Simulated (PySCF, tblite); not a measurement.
# C₈H₁₀Si: infrared bands, NMR shifts and electronic excitations in gas and solvents, part 2 of 2

tblite 0.8.0 and PySCF 2.14.0. Atoms count from 0. Earlier steps stand in the parts before.

**7. Nuclear shieldings: wB97X-D/pcSseg-1**

Job settings and geometry (Å):

```
{"job": {"kind": "nmr", "xc": "wB97X-D", "basis": "pcSseg-1", "pop": false}, "charge": 0, "multiplicity": 1}
Si    -2.770502    -0.374916    -0.841570
C     -2.054146    -0.002069     0.873278
C     -0.590680     0.332487     0.799632
C     -0.185477     1.667581     0.608815
C      1.162802     2.056189     0.492117
C      2.049282     1.005192     0.575338
C      1.673377    -0.280782     0.753208
C      0.371022    -0.705517     0.875381
C      3.137872    -0.012644     0.651335
H     -4.223889    -0.718797    -0.740184
H     -2.043522    -1.528981    -1.452684
H     -2.617034     0.818300    -1.728090
H     -2.630747     0.827203     1.313491
H     -2.225242    -0.884307     1.511256
H     -0.962042     2.436381     0.553376
H      1.437203     3.104875     0.351343
H      0.060693    -1.744167     1.022828
H      3.678912    -0.299341    -0.263397
H      3.765278    -0.072525     1.553905
```

Method: GIAO wB97X-D/pcSseg-1 NMR shielding, non-relativistic, gas phase.

Standard output:

```text
coarse grid: 16512 points
cycle   1  E = -600.0080860487  dE =  1.797e+00  |g| = 2.951e-01  |ddm| = 4.300e+00
cycle   2  E = -600.0305905668  dE = -2.250e-02  |g| = 1.720e-01  |ddm| = 6.999e-01
cycle   3  E = -600.0376128156  dE = -7.022e-03  |g| = 4.663e-02  |ddm| = 2.274e-01
cycle   4  E = -600.0381910019  dE = -5.782e-04  |g| = 1.411e-02  |ddm| = 8.459e-02
cycle   5  E = -600.0382377007  dE = -4.670e-05  |g| = 3.586e-03  |ddm| = 1.899e-02
cycle   6  E = -600.0382413667  dE = -3.666e-06  |g| = 1.594e-03  |ddm| = 6.635e-03
final grid: 155312 points
cycle   7  E = -600.0964293486  dE = -2.388e-04  |g| = 4.448e-03  |ddm| = 6.643e-02
cycle   8  E = -600.0964327923  dE = -3.444e-06  |g| = 3.080e-03  |ddm| = 1.325e-02
cycle   9  E = -600.0964348381  dE = -2.046e-06  |g| = 1.084e-03  |ddm| = 4.046e-03
cycle  10  E = -600.0964351528  dE = -3.148e-07  |g| = 3.636e-04  |ddm| = 1.590e-03
cycle  11  E = -600.0964351871  dE = -3.424e-08  |g| = 7.880e-05  |ddm| = 4.888e-04
cycle  12  E = -600.0964351894  dE = -2.272e-09  |g| = 2.437e-05  |ddm| = 1.569e-04
cycle  13  E = -600.0964351897  dE = -3.429e-10  |g| = 8.116e-06  |ddm| = 6.732e-05
converged SCF energy = -600.0964351897

GIAO shielding tensors (ppm)
atom      isotropic    diamagn.    paramagn.     s11        s22        s33       span
  0 Si     407.895     878.938    -471.043    370.505    389.327    463.854     93.350
  1 C      165.543     250.919     -85.375    142.863    158.837    194.931     52.068
  2 C       36.569     263.029    -226.460    -57.886     -1.006    168.599    226.485
  3 C       49.872     254.272    -204.400    -47.185     39.164    157.638    204.823
  4 C       63.090     254.220    -191.131    -16.353     30.178    175.444    191.797
  5 C       55.191     276.374    -221.182    -97.909     37.434    226.050    323.959
  6 C       50.490     263.003    -212.513   -104.726     33.069    223.128    327.854
  7 C       64.417     252.680    -188.263    -10.454     38.980    164.727    175.181
  8 C      162.986     264.192    -101.205    133.277    154.508    201.175     67.898
  9 H       27.264      27.780      -0.516     24.323     24.412     33.055      8.732
 10 H       27.593      29.305      -1.713     23.810     26.962     32.006      8.196
 11 H       27.608      29.256      -1.648     23.857     26.896     32.071      8.213
 12 H       29.212      30.074      -0.862     24.636     28.255     34.745     10.110
 13 H       29.241      30.372      -1.131     24.706     28.267     34.749     10.043
 14 H       24.314      33.508      -9.194     20.569     23.444     28.930      8.361
 15 H       24.076      29.580      -5.503     20.067     25.369     26.793      6.725
 16 H       24.227      32.788      -8.561     20.083     24.894     27.704      7.621
 17 H       28.079      32.458      -4.379     24.066     24.276     35.897     11.831
 18 H       28.115      30.651      -2.535     24.022     24.212     36.113     12.092
```

It took 79 s on 1 thread of Arm Neoverse N1, shared host; peak memory 1 GiB.

Key values: δ C2 148.0, C3 134.7, C6 134.0, C5 129.3, H15 7.30, H16 7.15 ppm.

**8. Nuclear shieldings: PBE0/pcSseg-1 in acetone**

Same as in step 7 but for these lines:

```diff
@@ -1,2 +1,2 @@
-{"job": {"kind": "nmr", "xc": "wB97X-D", "basis": "pcSseg-1", "pop": false}, "charge": 0, "multiplicity": 1}
+{"job": {"kind": "nmr", "xc": "PBE0", "basis": "pcSseg-1", "solvent": "acetone", "pop": true}, "charge": 0, "multiplicity": 1}
 Si    -2.770502    -0.374916    -0.841570
```

Method: GIAO PBE0/pcSseg-1 NMR shielding, non-relativistic, IEF-PCM acetone.

Standard output:

```text
coarse grid: 16512 points
cycle   1  E = -599.6311260643  dE =  1.411e+00  |g| = 3.549e-01  |ddm| = 4.338e+00
cycle   2  E = -599.6357303729  dE = -4.604e-03  |g| = 3.419e-01  |ddm| = 8.394e-01
cycle   3  E = -599.6666521495  dE = -3.092e-02  |g| = 3.605e-02  |ddm| = 4.098e-01
cycle   4  E = -599.6668414662  dE = -1.893e-04  |g| = 2.372e-02  |ddm| = 4.965e-02
cycle   5  E = -599.6669728032  dE = -1.313e-04  |g| = 4.589e-03  |ddm| = 2.397e-02
cycle   6  E = -599.6669775084  dE = -4.705e-06  |g| = 2.039e-03  |ddm| = 6.401e-03
final grid: 155312 points
cycle   7  E = -599.7204772768  dE = -3.155e-05  |g| = 7.628e-03  |ddm| = 4.950e-02
cycle   8  E = -599.7204680777  dE =  9.199e-06  |g| = 9.603e-03  |ddm| = 1.881e-02
cycle   9  E = -599.7204931500  dE = -2.507e-05  |g| = 1.714e-03  |ddm| = 1.099e-02
cycle  10  E = -599.7204939466  dE = -7.966e-07  |g| = 1.905e-04  |ddm| = 1.867e-03
cycle  11  E = -599.7204939536  dE = -7.019e-09  |g| = 8.546e-05  |ddm| = 2.371e-04
cycle  12  E = -599.7204939553  dE = -1.676e-09  |g| = 2.326e-05  |ddm| = 8.929e-05
cycle  13  E = -599.7204939554  dE = -1.137e-10  |g| = 7.908e-06  |ddm| = 3.020e-05
converged SCF energy = -599.7204939554

GIAO shielding tensors (ppm)
atom      isotropic    diamagn.    paramagn.     s11        s22        s33       span
  0 Si     407.175     878.984    -471.809    367.599    389.335    464.589     96.990
  1 C      164.933     250.077     -85.143    144.405    155.931    194.463     50.058
  2 C       36.368     262.677    -226.308    -54.493     -4.731    168.328    222.821
  3 C       50.336     252.810    -202.474    -44.398     36.192    159.214    203.612
  4 C       64.663     253.022    -188.360    -11.825     29.687    176.126    187.952
  5 C       56.638     275.991    -219.353    -94.258     37.445    226.727    320.985
  6 C       51.837     262.818    -210.981   -100.908     32.979    223.440    324.348
  7 C       65.596     250.919    -185.323     -6.291     36.937    166.142    172.433
  8 C      162.866     264.756    -101.890    133.115    153.739    201.744     68.629
  9 H       27.102      27.738      -0.636     24.134     24.261     32.912      8.778
 10 H       27.531      29.140      -1.609     23.803     26.890     31.899      8.096
 11 H       27.549      29.112      -1.563     23.858     26.824     31.966      8.108
 12 H       28.753      29.519      -0.766     24.172     27.674     34.412     10.240
 13 H       28.790      29.726      -0.937     24.252     27.691     34.426     10.174
 14 H       23.949      33.127      -9.178     20.135     23.222     28.489      8.354
 15 H       23.789      29.610      -5.820     19.649     25.055     26.664      7.014
 16 H       23.904      32.521      -8.617     19.633     24.793     27.286      7.653
 17 H       27.779      32.156      -4.376     23.712     23.912     35.715     12.003
 18 H       27.816      30.457      -2.641     23.658     23.854     35.936     12.277
```

Wall time 67 s (1 thread of Arm Neoverse N1, shared host); peak memory 1.1 GiB.

This run: δ C2 149.1, C3 135.1, C6 133.6, C5 128.8, H15 7.45, H16 7.34 ppm.

**9. TDDFT and polarisability: wB97X-D/def2-SVPD in acetone**

Same as in step 8 but for these lines:

```diff
@@ -1,2 +1,2 @@
-{"job": {"kind": "nmr", "xc": "PBE0", "basis": "pcSseg-1", "solvent": "acetone", "pop": true}, "charge": 0, "multiplicity": 1}
+{"job": {"kind": "uv", "xc": "wB97X-D", "basis": "def2-SVPD", "solvent": "acetone", "nstates": 6, "ntriplets": 0}, "charge": 0, "multiplicity": 1}
 Si    -2.770502    -0.374916    -0.841570
```

Level: TDDFT wB97X-D/def2-SVPD, vertical, IEF-PCM acetone (non-equilibrium linear response), core orbitals frozen in the response.

Standard output:

```text
coarse grid: 16512 points
cycle   1  E = -599.7370470142  dE =  1.709e+00  |g| = 2.822e-01  |ddm| = 8.774e+00
cycle   2  E = -599.7598790469  dE = -2.283e-02  |g| = 1.457e-01  |ddm| = 1.844e+00
cycle   3  E = -599.7651734289  dE = -5.294e-03  |g| = 4.574e-02  |ddm| = 5.971e-01
cycle   4  E = -599.7657659132  dE = -5.925e-04  |g| = 1.132e-02  |ddm| = 2.362e-01
cycle   5  E = -599.7658004461  dE = -3.453e-05  |g| = 3.100e-03  |ddm| = 4.828e-02
cycle   6  E = -599.7658038976  dE = -3.451e-06  |g| = 1.276e-03  |ddm| = 2.376e-02
final grid: 155312 points
cycle   7  E = -599.8532487053  dE = -1.231e-04  |g| = 3.262e-03  |ddm| = 3.939e-01
cycle   8  E = -599.8532514070  dE = -2.702e-06  |g| = 1.823e-03  |ddm| = 3.725e-02
cycle   9  E = -599.8532521559  dE = -7.489e-07  |g| = 7.891e-04  |ddm| = 7.223e-03
cycle  10  E = -599.8532523389  dE = -1.830e-07  |g| = 1.840e-04  |ddm| = 3.295e-03
cycle  11  E = -599.8532523495  dE = -1.061e-08  |g| = 5.285e-05  |ddm| = 7.283e-04
cycle  12  E = -599.8532523509  dE = -1.413e-09  |g| = 1.807e-05  |ddm| = 2.868e-04
cycle  13  E = -599.8532523511  dE = -2.233e-10  |g| = 6.516e-06  |ddm| = 1.097e-04
converged SCF energy = -599.8532523511

Static polarisability (au): isotropic 164.591, principal 118.902 167.016 207.854

Singlet excitations
state   eV       nm        f      main configurations
  1   5.0494    245.5   0.09207   H->L 0.79, H-1->L+1 0.15
  2   5.6438    219.7   0.11248   H->L+1 0.81, H-1->L 0.11
  3   6.1131    202.8   0.00502   H-2->L 0.97
  4   6.4453    192.4   0.00110   H-2->L+1 0.91
  5   6.5170    190.2   0.37390   H-1->L 0.74, H->L+1 0.10
  6   6.5445    189.4   0.02592   H->L+2 0.67, H->L+3 0.16
```

Run time: 1.9 min. Hardware: 1 thread of Arm Neoverse N1, shared host; peak memory 1.3 GiB.

Key values: HOMO -8.28 eV, LUMO 1.19 eV; lowest singlet 5.05 eV.

**10. Run by run: NMR shifts**

Shifts (ppm) of some atoms, chosen among heavy atoms and hydrogens apart, means over like atoms, with basis size and wall time:

```csv
run,C2,C6,C4,C1,H14,H12,Si0,functions,time
PBE0/pcSseg-1,146.4,132.5,119.9,20.1,7.06,2.25,-56.6,210,63 s
wB97X-D/pcSseg-1,148.0,134.0,121.4,19.0,7.07,2.15,-55.0,210,79 s
PBE0/pcSseg-1 in acetone,149.1,133.6,120.8,20.5,7.29,2.47,-55.4,210,67 s
```

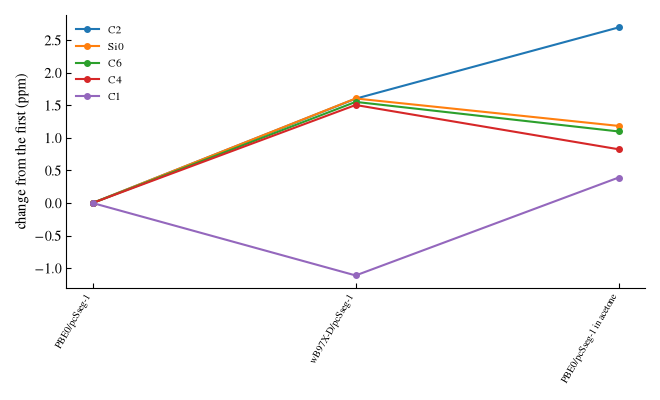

How five of the tabulated atoms move from run to run.

**11. Side by side: electronic excitations**

Excitations and ground-state properties, with basis size and wall time:

```csv
run,lowest singlet (eV),brightest (eV),f,gap (eV),α (Å³),μ (D),functions,time
wB97X-D/def2-SVPD,5.07,6.79,0.732,9.47,17.63,0.54,264,6.3 min
wB97X-D/def2-SVPD in acetone,5.05,6.52,0.374,9.47,24.39,0.79,264,1.9 min
```

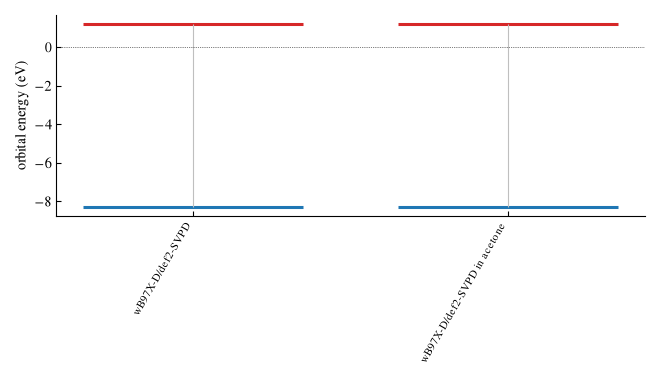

HOMO (blue) and LUMO (red) run by run.

**12. What came out**

What follows sums up all 2 parts.

```
                                                              quantity                                                     value
                             strongest single infrared mode (GFN2-xTB)                                     2254 cm⁻¹, 380 km/mol
                                          zero-point energy (GFN2-xTB)                                             90.0 kcal/mol
                                                           point group                                                        C1
                                  rotational constants (main isotopes)                                      3.41, 0.79, 0.72 GHz
                                13C shifts against TMS (PBE0/pcSseg-1)  146.4, 133.8, 132.5, 128.0, 119.9, 118.8, 21.9, 20.1 ppm
1H shifts against TMS (PBE0/pcSseg-1, means over atoms taken as alike)                    7.27, 7.12, 7.06, 3.92, 3.32, 2.25 ppm
                               29Si shifts against TMS (PBE0/pcSseg-1)                                                 -56.6 ppm
                                    lowest singlet (wB97X-D/def2-SVPD)                               5.07 eV (244 nm), f = 0.065
                              brightest single state of those computed                               state 7, 6.79 eV, f = 0.732
                                                        lowest triplet                                                   4.01 eV
                                     vertical ionisation energy (ΔSCF)                                                   8.30 eV
                                              range of the shift of C2                                        146.4 to 149.1 ppm
                                           range of the lowest singlet                                           5.05 to 5.07 eV
```

What this shows: Over 64 steps the energy fell by 1.018 eV; of the close pairs, C5–C8 changed most, 1.382 to 1.488 Å (GFN2-xTB). All 51 modes are real, so the xTB geometry is a minimum. The strongest single mode, at 2254 cm⁻¹, moves mainly H9. Unscaled tight-binding wavenumbers are off by several per cent, some by more. Its intensities can rank the bands wrongly. Relaxing lowered the energy by 0.223 eV in 6 steps; the close pair that moved most is Si0–H10, from 1.429 to 1.495 Å (PBE0/def2-SVP). NICS(1)zz of -26 ppm above the planar ring from C2 marks a diatropic (aromatic) ring current. The lowest singlet, at 5.07 eV, is HOMO→LUMO 0.76, HOMO−1→LUMO+1 0.17 and is bright; of the 10 states computed, the strongest absorption comes from state 7 at 6.79 eV. The lowest triplet lies 1.06 eV below the lowest singlet (triplets in Tamm-Dancoff, singlets in full TDDFT). The orbital energy would give 8.28 eV for ionisation, ΔSCF gives 8.30 eV. Across the 3 runs the shift of C2 moves most, between 146.4 (PBE0/pcSseg-1) and 149.1 ppm (PBE0/pcSseg-1 in acetone). Part of that comes from the computed reference. The lowest singlet runs from 5.05 eV (wB97X-D/def2-SVPD in acetone) to 5.07 eV (wB97X-D/def2-SVPD), while the orbital gap is 9.47 eV. The lowest state need not be the same one in every run. The runs solved for a few states only, so the brightest column depends on that window.
